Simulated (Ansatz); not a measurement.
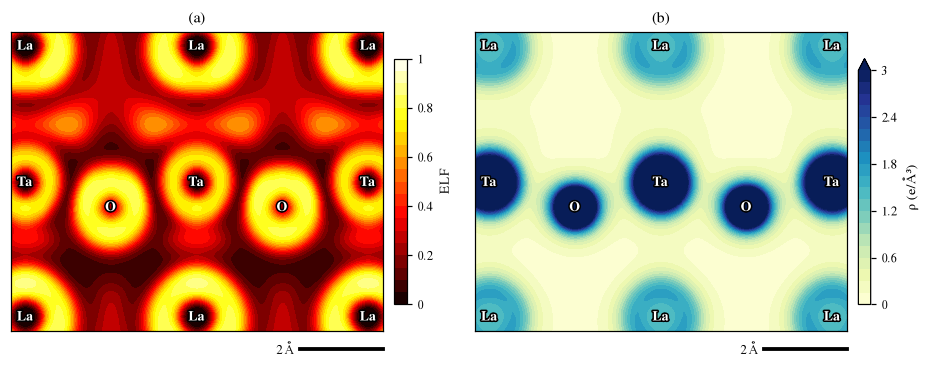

Figure. LaTaO. (a) ELF; (b) valence pseudo-density on the (100) plane of the conventional cell.

Space group P4/nmm; a structure generated by program, which may or may not match a known phase.

These are results of DFT PBE, scalar-relativistic, plane waves, PAW in Ansatz, not measurements.

In a PAW calculation such maps are meaningful between the atoms, not at the nuclei.

Interpret the plot.

Answer. Atoms in the plane: La, Ta and O.
Ta–O (2.16 Å): the density is about 0.55 e/Å³ at the midpoint; the ELF peaks at about 0.85 in the valence shell of O, 0.6 Å from its nucleus, and drops to about 0.15 between the two atoms; no localised pair shows between them.
La–O (3.36 Å): the density is about 0.1 e/Å³ at the midpoint; the ELF is about 0.05 at the midpoint; no localised pair shows between them.
Between the atoms the lowest density in this plane is 0.07 e/Å³.
The features right at La and Ta lie inside the PAW spheres, where the map follows smoothed inner orbitals and isn't to be read closely.
